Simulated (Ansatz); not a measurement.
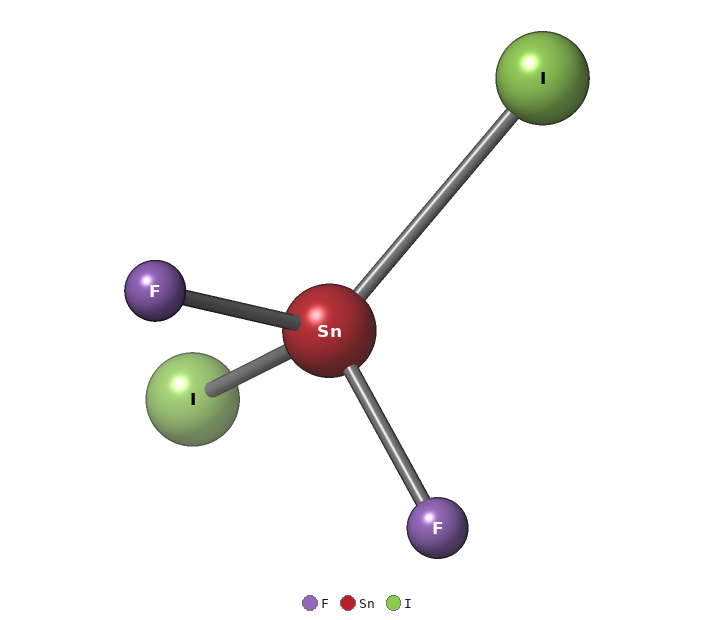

Distant atoms are faded towards the background colour. Computed geometry: PBE-D4/def2-SVP optimisation. No frequency run is at hand to confirm it as a minimum.

Q: List the symmetry elements and name the point group.

A: It has 1 C2 axis and 2 mirror planes, so the point group is C2v. The group has 4 operations. The geometry is achiral, and symmetry allows a dipole moment.
